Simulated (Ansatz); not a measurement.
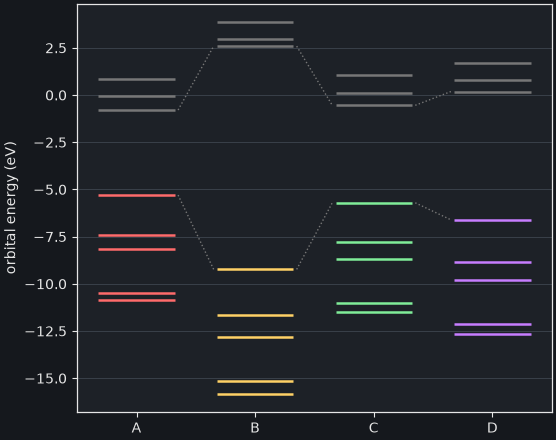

Frontier orbital energies of C₃H₅N, SMILES C=C=NC at one geometry, def2-TZVPP, the Ansatz code, at a PBE0-D4/def2-TZVP geometry (a minimum by its frequencies). Empty levels are grey, levels within 0.1 eV stand side by side; all columns show the same few orbitals around the gap. Dotted lines join the HOMOs and the LUMOs.

### The columns come from B97M-V, BLYP, LC-wPBE and PBE0. Which is which?

A: BLYP (HOMO −5.30, LUMO −0.79, separation 4.51 eV)
B: LC-wPBE (HOMO −9.23, LUMO 2.59, separation 11.83 eV)
C: B97M-V (HOMO −5.71, LUMO −0.54, separation 5.17 eV)
D: PBE0 (HOMO −6.61, LUMO 0.19, separation 6.80 eV)

Limits of at least one run: empty levels above zero depend strongly on the basis.
